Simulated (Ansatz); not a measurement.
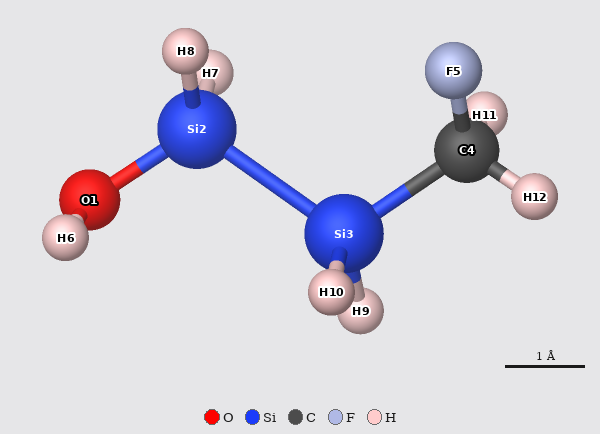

Figure 1. The input geometry of run 1 (ball-and-stick view, seen on its broad side; atoms are numbered from 1 in the order of the input).

**What a change does: single-point calculation on CH7FOSi2**

System: CH7FOSi2.
Method of run 1: RKS PBE-D4/def2-TZVPP (Ansatz 0.2.0).

The geometry comes from this level: PBE0-D4/def2-TZVP. Text and figures count atoms from 1; the logs count them from 0 in places.

## Input file, run 1
```yaml
crystal:
  periodic: [false, false, false]
  atoms:
    - {symbol: O, position_ang: [-2.403234, -0.603789, 1.490936]}
    - {symbol: Si, position_ang: [-1.569954, -0.103806, 0.151638]}
    - {symbol: Si, position_ang: [0.756292, -0.223611, 0.467288]}
    - {symbol: C, position_ang: [1.676844, 0.263529, -1.125460]}
    - {symbol: F, position_ang: [1.243796, 1.509863, -1.569502]}
    - {symbol: H, position_ang: [-2.319572, -0.076767, 2.286437]}
    - {symbol: H, position_ang: [-1.979064, -1.026016, -0.937896]}
    - {symbol: H, position_ang: [-1.943830, 1.287581, -0.230001]}
    - {symbol: H, position_ang: [1.178974, -1.611615, 0.810729]}
    - {symbol: H, position_ang: [1.184736, 0.676345, 1.575876]}
    - {symbol: H, position_ang: [1.493853, -0.464491, -1.922717]}
    - {symbol: H, position_ang: [2.758160, 0.317479, -0.963429]}
basis:
  gaussian: {orbitals: def2-TZVPP}
hamiltonian: {xc: pbe, dispersion: d4}
output: {forces: true, orbitals: {seedname: orbitals}}
```

Launched with:
```bash
ansatz run in.yaml --threads 4 --pin off --events-out ev --progress --plain --max-ram 10444MiB
```

Hardware: 4 threads of Arm Neoverse V1, 23 GiB of memory available, shared host.

## Output (run 1)
```
Functional definition: PBE
  parameter kappa = 0.804
  parameter beta = 0.06672455060314922
  exchange = pbe_x(kappa = kappa, mu = beta*pi^2/3)
  correlation = pbe_c(beta = beta)
1476 factors; their error is unknown
mean field evaluation 1: about -21649.5076 eV, gradient 7.4e1 eV
mean field evaluation 2: about -21614.9152 eV, gradient 1.5e2 eV
mean field evaluation 4: about -21659.1586 eV, gradient 1.3e1 eV
mean field evaluation 8: about -21659.5173 eV, gradient 9.5e-2 eV
mean field evaluation 16: about -21659.4736 eV, gradient 2.4e-4 eV
mean field -21659.47361166 eV, -795.9709739100 hartree, gradient 6.5e-5 eV, S^2 0.000000; 0 other end points of the search recorded, 0 dependent functions left out
the calculation of the forces begins
reference -21659.47365926 eV, -795.9709756593 hartree; 29, 29 occupied and 246, 246 virtual orbitals, 1476 factors
Total energy: -21659.71711177 eV, -795.9799223740 hartree
Atom 0 at    -2.403234    -0.603789     1.490936 Å, force    -0.317285    -0.419791     0.030653 eV/Å
Atom 1 at    -1.569954    -0.103806     0.151638 Å, force     0.269565     0.129015    -0.219355 eV/Å
Atom 2 at     0.756292    -0.223611     0.467288 Å, force    -0.097722    -0.023015     0.018932 eV/Å
Atom 3 at     1.676844     0.263529    -1.125460 Å, force     0.086997    -0.303648     0.140526 eV/Å
Atom 4 at     1.243796     1.509863    -1.569502 Å, force    -0.201067     0.583834    -0.204477 eV/Å
Atom 5 at    -2.319572    -0.076767     2.286437 Å, force     0.041775     0.241100     0.375671 eV/Å
Atom 6 at    -1.979064    -1.026016    -0.937896 Å, force    -0.053403    -0.104270    -0.113236 eV/Å
Atom 7 at    -1.943830     1.287581    -0.230001 Å, force    -0.038549     0.156607    -0.067587 eV/Å
Atom 8 at     1.178974    -1.611615     0.810729 Å, force     0.042386    -0.146156     0.045970 eV/Å
Atom 9 at     1.184736     0.676345     1.575876 Å, force     0.043318     0.090315     0.118173 eV/Å
Atom 10 at     1.493853    -0.464491    -1.922717 Å, force    -0.027335    -0.189488    -0.164706 eV/Å
Atom 11 at     2.758160     0.317479    -0.963429 Å, force     0.251321    -0.014502     0.039436 eV/Å
Dipole moment:     0.159566    -0.068422     0.198370 e Å
```

For run 2 the input was changed thus:
```diff
-hamiltonian: {xc: pbe, dispersion: d4}
+hamiltonian: {xc: {name: B3LYP}, dispersion: d4}
```

What does this change do to the results?

The total energies belong to different models, so their difference says nothing on which is more stable or more accurate. The largest force goes from 0.650 to 0.473 eV/Å. The HOMO goes from −6.51 to −7.58 eV. The LUMO goes from −1.49 to −0.87 eV. The dipole moment goes from 1.27 to 1.38 D. On the same kind of shared host run 2 took about 2.1 times as long.

## Output (run 2)
```
Functional definition: B3LYP
  parameter a0 = 0.2
  parameter ax = 0.72
  parameter ac = 0.81
  exchange = (1 - a0 - ax)*slater_x + ax*b88_x + a0*exact_x
  correlation = (1 - ac)*vwn_rpa_c + ac*lyp_c
1482 factors; their error is unknown
mean field evaluation 1: about -21667.9674 eV, gradient 6.6e1 eV
mean field evaluation 2: about -21654.5415 eV, gradient 1.1e2 eV
mean field evaluation 4: about -21675.3729 eV, gradient 5.7e0 eV
mean field evaluation 8: about -21675.4412 eV, gradient 1.2e-1 eV
mean field evaluation 16: about -21675.4666 eV, gradient 1.7e-4 eV
mean field -21675.46657167 eV, -796.5587043501 hartree, gradient 4.1e-5 eV, S^2 0.000000; 0 other end points of the search recorded, 0 dependent functions left out
the calculation of the forces begins
reference -21675.46687100 eV, -796.5587153502 hartree; 29, 29 occupied and 246, 246 virtual orbitals, 1482 factors
Total energy: -21675.85909430 eV, -796.5731292905 hartree
Atom 0 at    -2.403234    -0.603789     1.490936 Å, force    -0.044939    -0.017019     0.103720 eV/Å
Atom 1 at    -1.569954    -0.103806     0.151638 Å, force    -0.004079     0.072534    -0.253692 eV/Å
Atom 2 at     0.756292    -0.223611     0.467288 Å, force     0.043500    -0.054314     0.161678 eV/Å
Atom 3 at     1.676844     0.263529    -1.125460 Å, force     0.215157    -0.414447     0.073046 eV/Å
Atom 4 at     1.243796     1.509863    -1.569502 Å, force    -0.133967     0.383959    -0.141834 eV/Å
Atom 5 at    -2.319572    -0.076767     2.286437 Å, force    -0.034483    -0.014009     0.060744 eV/Å
Atom 6 at    -1.979064    -1.026016    -0.937896 Å, force     0.020137     0.054429     0.061533 eV/Å
Atom 7 at    -1.943830     1.287581    -0.230001 Å, force     0.012812    -0.084774     0.020040 eV/Å
Atom 8 at     1.178974    -1.611615     0.810729 Å, force    -0.018955     0.081547    -0.019845 eV/Å
Atom 9 at     1.184736     0.676345     1.575876 Å, force    -0.023853    -0.052855    -0.064079 eV/Å
Atom 10 at     1.493853    -0.464491    -1.922717 Å, force     0.024539     0.047135     0.030827 eV/Å
Atom 11 at     2.758160     0.317479    -0.963429 Å, force    -0.055869    -0.002187    -0.032139 eV/Å
Dipole moment:     0.176890    -0.082334     0.210254 e Å
```

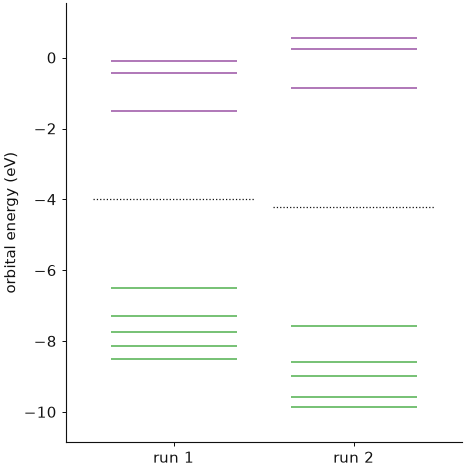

Figure 2. The five highest filled and three lowest empty orbital energies of the two runs; the dotted lines part filled from empty levels. The HOMO–LUMO gap is 5.02 eV in run 1 and 6.72 eV in run 2.

## The two runs side by side

| quantity | run 1 | run 2 |
| --- | --- | --- |
| outcome | converged | converged |
| total energy (hartree) | −795.979922 | −796.573129 |
| HOMO (eV) | −6.51 | −7.58 |
| LUMO (eV) | −1.49 | −0.87 |
| dipole moment (D) | 1.27 | 1.38 |
| largest force (eV/Å) | 0.650 | 0.473 |
| basis functions | 275 | 275 |
| wall time (shared host) | 3.1 s | 6.5 s |
